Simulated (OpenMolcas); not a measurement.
# A workflow on CH6ClNSi (SMILES C[SiH](N)Cl)

Wanted: a single-point energy (HF/ANO-R0), then a single-point energy (CASSCF(2,2)/ANO-R1), then an energy scan (CASPT2(2,2)/ANO-R1), then the energy along one coordinate (SC-NEVPT2(2,2)/ANO-R1), then an energy scan (MC-PDFT[tPBE](2,2)/ANO-R1) of CH6ClNSi. 

Program for the calculation: OpenMolcas 26.06.

## Step 1: The system as given

CH6ClNSi: 10 atoms, total charge 0, spin state singlet. As SMILES, `C[SiH](N)Cl`. The coordinates come from a PBE0-D4/def2-TZVP relaxation. This is one conformer, not always the lowest.

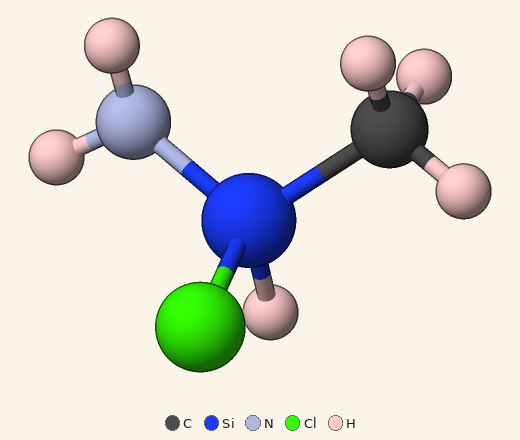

Viewed from a chosen angle; carbon dark grey, silicon blue, nitrogen light blue, chlorine green, hydrogen pink.

## Step 2: The energy at HF/ANO-R0 (sfX2C) (run 1)

Contents of mol.xyz:

```xyz
10

C     -0.924300     0.960300    -0.429600
Si    -0.055600    -0.637600    -0.073400
N      1.200800    -0.379200     1.050800
Cl     0.594900    -1.392500    -1.900800
H     -1.720000     0.809500    -1.161600
H     -1.359500     1.369700     0.485000
H     -0.226900     1.694300    -0.841400
H     -0.936500    -1.689500     0.482600
H      1.847500     0.382600     0.917600
H      1.662700    -1.168700     1.473800
```

Contents of step1.inp:

```
&GATEWAY
 Coord=mol.xyz
 Basis=ANO-R0
 Group=NoSym

&SEWARD

&SCF
 PrOrbitals=0

&LOCALISATION
 Occupied
 Freeze
 Pipek-Mezey

&LOCALISATION
 FileOrb=$Project.LocOrb
 Virtual
 Pipek-Mezey
```

Run with:

```sh
$ export MOLCAS_MEM=1860
$ pymolcas step1.inp > step1.log
```

Output, shortened:

```text
--- Start Module: gateway ---
[...]
--- Stop Module: gateway /rc=_RC_ALL_IS_WELL_ ---
[...]
      Basis functions           34
[...]
       Convergence after  11 Iterations
[...]
::    Total SCF energy                               -845.7053712294
[...]
      Total spin, S                                     0.0000000000
[...]
      Total electronic charge=   50.000000
      Total            charge=   -0.000000
[...]
      Dipole Moment (debye):
      Origin of the operator (angstrom)=    0.2551   -0.6201   -0.6063
                   X=  1.3283E+00               Y=  1.1746E+00               Z=  1.1323E+00           Total=  2.1038E+00
      Quadrupole Moment (debye*angstrom):
[...]
--- Start Module: localisation ---
[...]
--- Stop Module: localisation /rc=_RC_ALL_IS_WELL_ ---
--- Start Module: localisation ---
[...]
--- Stop Module: localisation /rc=_RC_ALL_IS_WELL_ ---
[...]
```

Wall time 2.2 s (1 thread of Intel Xeon 6975P-C (Granite Rapids), shared host); peak memory 0.38 GiB.

## Step 3: The energy at CASSCF(2,2)/ANO-R1 (sfX2C, RICD fitting) (run 2)

mol.xyz is that of step 2.

Contents of step2.input:

```
* CH6ClNSi CASSCF

&GATEWAY
 Coord
 mol.xyz
 Basis
 ANO-R0
 Group
 NoSym

&SEWARD

&RASSCF
 FileOrb
 $CurrDir/step1.LocOrb
 Alter
 2
 1 21 25
 1 26 30
 Spin
 1
 Nactel
 2 0 0
 Inactive
 24
 Ras2
 2
 OrbListing
 Nothing
>>> COPY $Project.RunFile RUNFIL1
>>> COPY $Project.RasOrb INPORB

&GATEWAY
 Coord
 mol.xyz
 Basis
 ANO-R1
 Group
 NoSym
 RICD

&SEWARD
>>> COPY $Project.RunFile RUNFIL2

&EXPBAS

&RASSCF
 FileOrb
 $Project.ExpOrb
 Spin
 1
 Nactel
 2 0 0
 Inactive
 24
 Ras2
 2
 OrbListing
 Nothing
 OrbAppear
 Compact
```

Run with:

```sh
$ export MOLCAS_MEM=1860
$ pymolcas step2.input > step2.log
```

Output, shortened:

```text
--- Start Module: gateway ---
[...]
      Basis functions           34
[...]
      Number of active orbitals                  2
[...]
      Spin quantum number                      0.0
[...]
      Active orbitals                            2
[...]
      Number of CSFs                             3
[...]
      Number of root(s) required                 1
[...]
      Convergence after 10 iterations
[...]
      printout of CI-coefficients larger than  0.05 for root  1
      energy=    -845.716252
      conf/sym  11     Coeff  Weight
             1  20   0.99545 0.99092
             3  02  -0.09529 0.00908
      Natural orbitals and occupation numbers for root  1
      sym 1:   1.981840   0.018160
      ************************************************************************************************************************
      *                                                    Final results                                                     *
[...]
::    RASSCF root number  1 Total energy:   -845.71625183
[...]
      Basis functions           94
[...]
      Convergence after 14 iterations
[...]
::    RASSCF root number  1 Total energy:   -846.47382908
[...]
      Total electronic charge=   50.000000
      Total            charge=   -0.000000
[...]
```

Wall time 7.8 s (1 thread of Intel Xeon 6975P-C (Granite Rapids), shared host); peak memory 0.38 GiB.

## Step 4: The energy along one coordinate at CASPT2(2,2)/ANO-R1 (sfX2C, RICD fitting, ipea shift 0.25 Eh, pt2 variant SS) (run 3)

Contents of step3.input:

```
>>> COPY $CurrDir/step2.RasOrb $Project.RasOrb
>>> ForEach K in (1, 2, 3, 4, 5, 6, 7, 8, 9)
&GATEWAY
Coord = $CurrDir/point$K.xyz
Basis = ANO-R1
Group = NoSym
RICD
&SEWARD
&RASSCF
FileOrb = $Project.RasOrb
Spin = 1
Nactel = 2 0 0
Inactive = 24
Ras2 = 2
OrbListing = Nothing
OrbAppear = Compact
&CASPT2
Imaginary = 0.2
Frozen = 12
>>> EndDo
```

Run with:

```sh
$ export MOLCAS_MEM=1860
$ pymolcas step3.input > step3.log
```

Output:

```text
--- Start Module: gateway ---

                                              &GATEWAY

                       available to each process: 1.9 GB of memory, 1 thread

++    Symmetry information:
      ---------------------

                    Character Table for C1

                             E
                    a        1  x, y, xy, Rz, z, xz, Ry, yz, Rx, I
--

++    Basis set information:
      ----------------------

      Basis set label: C.ANO-R...3S2P1D.

      Electronic valence basis set:
      ------------------
      Associated Effective Charge   6.000000 au
      Associated Actual Charge      6.000000 au
      Nuclear Model: Finite nucleus - Gaussian distribution
        Gaussian exponent, Xi/bohr**(-2):  6.80775E+08

      Shell  nPrim  nBasis  Cartesian Spherical Contaminant
         s      12       3        X
         p       7       2        X
         d       3       1                 X

      Basis set label: SI.ANO-R...4S3P1D.

      Electronic valence basis set:
      ------------------
      Associated Effective Charge  14.000000 au
      Associated Actual Charge     14.000000 au
      Nuclear Model: Finite nucleus - Gaussian distribution
        Gaussian exponent, Xi/bohr**(-2):  4.34677E+08

      Shell  nPrim  nBasis  Cartesian Spherical Contaminant
         s      16       4        X
         p      11       3        X
         d       7       1                 X

      Basis set label: N.ANO-R...3S2P1D.

      Electronic valence basis set:
      ------------------
      Associated Effective Charge   7.000000 au
      Associated Actual Charge      7.000000 au
      Nuclear Model: Finite nucleus - Gaussian distribution
        Gaussian exponent, Xi/bohr**(-2):  6.28656E+08

      Shell  nPrim  nBasis  Cartesian Spherical Contaminant
         s      13       3        X
         p       8       2        X
         d       4       1                 X

      Basis set label: CL.ANO-R...4S3P1D.

      Electronic valence basis set:
      ------------------
      Associated Effective Charge  17.000000 au
      Associated Actual Charge     17.000000 au
      Nuclear Model: Finite nucleus - Gaussian distribution
        Gaussian exponent, Xi/bohr**(-2):  3.84638E+08

      Shell  nPrim  nBasis  Cartesian Spherical Contaminant
         s      17       4        X
         p      11       3        X
         d       7       1                 X

      Basis set label: H.ANO-R...2S1P.

      Electronic valence basis set:
      ------------------
      Associated Effective Charge   1.000000 au
      Associated Actual Charge      1.000000 au
      Nuclear Model: Finite nucleus - Gaussian distribution
        Gaussian exponent, Xi/bohr**(-2):  2.12482E+09

      Shell  nPrim  nBasis  Cartesian Spherical Contaminant
         s       7       2        X
         p       4       1        X
--

++    Molecular structure info:
      -------------------------

                    ************************************************
                    **** Cartesian Coordinates / bohr, angstrom ****
                    ************************************************

     Center  Label                x              y              z                     x              y              z
        1      C1              -1.582523       1.512762      -0.744518             -0.837435       0.800519      -0.393982
        2      SI2             -0.105069      -1.204889      -0.138706             -0.055600      -0.637600      -0.073400
        3      N3               2.269183      -0.716584       1.985724              1.200800      -0.379200       1.050800
[... 6 lines of this table left out ...]
       10      H10              3.142048      -2.208523       2.785078              1.662700      -1.168700       1.473800

                    ***************************************
                    *    InterNuclear Distances / bohr    *
                    ***************************************

               1 C1            2 SI2           3 N3            4 CL4           5 H5            6 H6
    1 C1       0.000000
    2 SI2      3.152064        0.000000
    3 N3       5.221096        3.223153        0.000000
    4 CL4      5.710419        3.933362        6.007378        0.000000
[... 5 lines of this table left out ...]
   10 H10      6.973348        4.483253        1.904400        6.702059        8.644964        7.363285

               7 H7            8 H8            9 H9           10 H10
    7 H7       0.000000
    8 H8       6.731401        0.000000
    9 H9       5.426923        6.609580        0.000000
   10 H10      7.500509        5.348142        3.133780        0.000000

                    *******************************************
                    *    InterNuclear Distances / angstrom    *
                    *******************************************

               1 C1            2 SI2           3 N3            4 CL4           5 H5            6 H6
    1 C1       0.000000
    2 SI2      1.668000        0.000000
    3 N3       2.762885        1.705619        0.000000
    4 CL4      3.021823        2.081445        3.178967        0.000000
[... 5 lines of this table left out ...]
   10 H10      3.690137        2.372435        1.007765        3.546577        4.574718        3.896482

               7 H7            8 H8            9 H9           10 H10
    7 H7       0.000000
    8 H8       3.562104        0.000000
    9 H9       2.871804        3.497639        0.000000
   10 H10      3.969098        2.830115        1.658325        0.000000

[... 146 lines left out ...]
      Convergence after 10 iterations
[... 12 lines left out ...]
      conf/sym  11     Coeff  Weight
[... 14 lines left out ...]
      RASSCF energy for state  1                   -846.45080051
[... 42 lines left out ...]
      Dipole Moment (debye):
[... 112 lines left out ...]
      Imaginary shift                            0.20
[... 51 lines left out ...]
      Total energy:            -847.0022851081
[... 304 lines left out ...]
                                         RASSCF iterations: Energy and convergence statistics
[... 21 lines left out ...]
      energy=    -846.473820
[... 11 lines left out ...]
++    Final optimization conditions:
[... 17 lines left out ...]
      Von Neumann Entropy (Root   1) =  0.06371
[... 99 lines left out ...]
 ###    WARNING: User changed nr of frozen orbitals.                         ###
[... 88 lines left out ...]
      Reference energy:        -846.4738200386
[... 239 lines left out ...]
      Nuclear repulsion energy =  217.57726574
[... 89 lines left out ...]
      printout of CI-coefficients larger than  0.05 for root  1
[... 9 lines left out ...]
      *                                                    Final results                                                     *
[... 19 lines left out ...]
::    RASSCF root number  1 Total energy:   -846.46858127
[... 88 lines left out ...]
      Spin density orbitals for root   1 are written to the SPDORB.1 file
[... 98 lines left out ...]
  FINAL CASPT2 RESULT:
[... 26 lines left out ...]
::    CASPT2 Root  1     Total energy:   -847.01466784
[... 301 lines left out ...]
      Note: transformation to natural orbitals
[... 8 lines left out ...]
      Natural orbitals and occupation numbers for root  1
[... 20 lines left out ...]
      Final state energy(ies):
[... 90 lines left out ...]
      Natural orbitals for root   1 are written to the RASORB.1 file
[... 72 lines left out ...]
 Compute H0 matrices for state    1
[... 34 lines left out ...]
      Reference weight:           0.83480
[... 312 lines left out ...]
      Convergence after 10 iterations
[... 12 lines left out ...]
      conf/sym  11     Coeff  Weight
[... 14 lines left out ...]
      RASSCF energy for state  1                   -846.39972049
[... 42 lines left out ...]
      Dipole Moment (debye):
[... 112 lines left out ...]
      Imaginary shift                            0.20
[... 49 lines left out ...]
      Total energy:            -846.9393138734
[... 303 lines left out ...]
                                         RASSCF iterations: Energy and convergence statistics
[... 21 lines left out ...]
      energy=    -846.362425
[... 11 lines left out ...]
++    Final optimization conditions:
[... 17 lines left out ...]
      Von Neumann Entropy (Root   1) =  0.60401
[... 99 lines left out ...]
 ###    WARNING: User changed nr of frozen orbitals.                         ###
[... 86 lines left out ...]
      Reference energy:        -846.3624251676
[... 242 lines left out ...]
      Nuclear repulsion energy =  193.02642876
[... 89 lines left out ...]
      printout of CI-coefficients larger than  0.05 for root  1
[... 9 lines left out ...]
      *                                                    Final results                                                     *
[... 19 lines left out ...]
::    RASSCF root number  1 Total energy:   -846.34189904
[... 88 lines left out ...]
      Spin density orbitals for root   1 are written to the SPDORB.1 file
[... 96 lines left out ...]
  FINAL CASPT2 RESULT:
[... 28 lines left out ...]
::    CASPT2 Root  1     Total energy:   -846.87361978
[... 301 lines left out ...]
      Note: transformation to natural orbitals
[... 8 lines left out ...]
      Natural orbitals and occupation numbers for root  1
[... 20 lines left out ...]
      Final state energy(ies):
[... 90 lines left out ...]
      Natural orbitals for root   1 are written to the RASORB.1 file
[... 72 lines left out ...]
 Compute H0 matrices for state    1
[... 31 lines left out ...]
      Reference weight:           0.83728
[... 316 lines left out ...]
      Convergence after  6 iterations
[... 12 lines left out ...]
      conf/sym  11     Coeff  Weight
[... 14 lines left out ...]
      RASSCF energy for state  1                   -846.33381921
[... 42 lines left out ...]
      Dipole Moment (debye):
[... 39 lines left out ...]
      NBO located      0.997 non-bonded electrons on atom C1
      NBO located      0.985 non-bonded electrons on atom SI2
      NBO located      0.998 non-bonded electrons on atom SI2
      NBO located      1.000 non-bonded electrons on atom SI2
      NBO located      0.999 non-bonded electrons on atom SI2
      NBO located      0.999 non-bonded electrons on atom SI2
      NBO located      0.997 non-bonded electrons on atom N3
      NBO located      0.999 non-bonded electrons on atom CL4
      NBO located      1.000 non-bonded electrons on atom CL4
      NBO located      1.000 non-bonded electrons on atom CL4
      NBO located      1.000 non-bonded electrons on atom CL4
      NBO located      1.000 non-bonded electrons on atom CL4
      The remaining   14.433 electrons are to be considered as diffuse
--

--

      Average orbitals are written to the RASORB file
      Natural orbitals for root   1 are written to the RASORB.1 file
      Spin density orbitals for root   1 are written to the SPDORB.1 file

--- Stop Module: rasscf /rc=_RC_ALL_IS_WELL_ ---
--- Module rasscf spent 1 second ---

--- Start Module: caspt2 ---

                                              &CASPT2

                       available to each process: 1.9 GB of memory, 1 thread

 ###############################################################################
 ###    WARNING: User changed nr of frozen orbitals.                         ###
 ###############################################################################

++    Wave function specifications:
      -----------------------------

      Number of closed shell electrons          24
      Number of electrons in active shells       2
      Max number of holes in RAS1 space          0
      Max number of electrons in RAS3 space      0
      Number of inactive orbitals               12
      Number of active orbitals                  2
      Number of secondary orbitals              68
      Spin quantum number                      0.0
      State symmetry                             1
      Number of CSFs                             3
      Number of CASSCF root(s) available         1
      CASPT2 state passed to geometry opt.       1
      A file JOBMIX will be created
      This is a CASSCF or RASSCF reference function
--

++    Orbital specifications:
      -----------------------

      Symmetry species                           1
                                                 a
      Frozen orbitals                           12
      Inactive orbitals                         12
      Active orbitals                            2
      Secondary orbitals                        68
      Deleted orbitals                           0
      Number of basis functions                 94
--

++    CASPT2 specifications:
      ----------------------

      Type of calculation                        SS-CASPT2
      Fock operator                              state-specific
      IPEA shift                                 0.25
      Real shift                                 0.00
      Imaginary shift                            0.20
      The input orbitals will be transformed to quasi-canonical
--

--------------------------------------------------------------------------------
 Estimated memory requirements:
  POLY3 :                   250070
  RHS:                      642872
  SIGMA :                   615976
  PRPCTL:                        0
 Available workspace:    232484812

++ CASPT2 computation for group   1

********************************************************************************
 Multi-State initialization phase begins for group   1
--------------------------------------------------------------------------------
********************************************************************************
 Compute H0 matrices for state    1
--------------------------------------------------------------------------------
--------------------------------------------------------------------------------
 H0 matrices have been computed.

********************************************************************************
  CASPT2 EQUATION SOLUTION
--------------------------------------------------------------------------------

  Total nr of CASPT2 parameters:
   Before reduction:      480680
   After  reduction:      469744

 Variance of |WF0>:       1.6229304355

 The contributions to the second order correlation energy in atomic units.
-----------------------------------------------------------------------------------------------------------------------------
  IT.      VJTU        VJTI        ATVX        AIVX        VJAI        BVAT        BJAT        BJAI        TOTAL       RNORM
-----------------------------------------------------------------------------------------------------------------------------
   1    -0.000000   -0.000003   -0.000000   -0.006594   -0.014661   -0.000016   -0.047380   -0.456584   -0.525238    0.001128
   2    -0.000000   -0.000003   -0.000000   -0.006634   -0.014668   -0.000016   -0.047413   -0.456601   -0.525336    0.000109
   3    -0.000000   -0.000003   -0.000000   -0.006635   -0.014667   -0.000016   -0.047412   -0.456600   -0.525333    0.000010
-----------------------------------------------------------------------------------------------------------------------------

  FINAL CASPT2 RESULT:

      Reference energy:        -846.3338192128
      E2 (Non-variational):      -0.5253320660
      Shift correction:          -0.0032279302
      E2 (Variational):          -0.5285599962
      Total energy:            -846.8623792090
      Residual norm:              0.0000007309
      Reference weight:           0.83765

      Contributions to the CASPT2 correlation energy
      Active & Virtual Only:         -0.0000156762
      One Inactive Excited:          -0.0540468889
      Two Inactive Excited:          -0.4712695009

++ Denominators, etc.
--------------------------------------------------------------------------------------------------------------
 Report on small energy denominators, large coefficients, and large energy contributions.
CASE  SYMM ACTIVE-MIX  NON-ACTIVE INDICES          DENOMINATOR     RHS VALUE       COEFFICIENT     CONTRIBUTION
AIVX     1  Mu1.0004  In1.015 Se1.044               1.75800879      0.05061139     -0.02847287     -0.00144105
BJAIP    1  Se1.042 In1.019 Se1.042 In1.019         2.17641957      0.05956570     -0.02714049     -0.00161664
BJAIP    1  Se1.052 In1.019 Se1.052 In1.019         2.73487043      0.07324880     -0.02664082     -0.00195141
BJAIP    1  Se1.041 In1.020 Se1.041 In1.020         2.16364521      0.05928871     -0.02717025     -0.00161089
BJAIP    1  Se1.053 In1.020 Se1.053 In1.020         2.73243691      0.07352417     -0.02676453     -0.00196784
BJAIM    1  Se1.047 In1.022 Se1.049 In1.023         2.43687024     -0.07644637      0.03118813     -0.00238422
--

   (Skipping property calculation,
    use PROP keyword to activate)
--

  Total CASPT2 energies:
::    CASPT2 Root  1     Total energy:   -846.86237921

  A NEW JOBIPH FILE NAMED 'JOBMIX' IS PREPARED.
********************************************************************************
--- Stop Module: caspt2 /rc=_RC_ALL_IS_WELL_ ---

>>> END FOREACH

.##################.
.# Happy landing! #.
.##################.

    Timing: Wall=51.04 User=46.71 System=4.19
```

Wall time 52 s (1 thread of Intel Xeon 6975P-C (Granite Rapids), shared host); peak memory 0.09 GiB.

The scan, from its lowest point:

| Si2–C1 (Å) | energy (kJ/mol) |
| --- | --- |
| 1.668 | 52.6 |
| 1.853 | 0.0 |
| 2.039 | 20.1 |
| 2.317 | 100.5 |
| 2.687 | 218.0 |
| 3.151 | 326.3 |
| 3.707 | 390.4 |
| 4.448 | 414.9 |
| 5.560 | 420.0 |

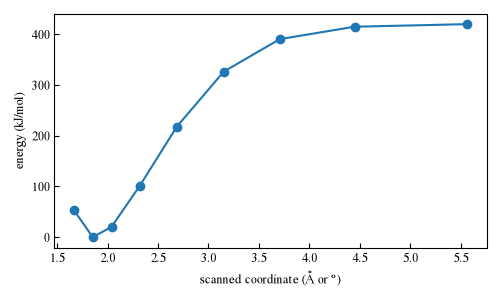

Energy along the scan.

(Part 1 of 3 ends here.)
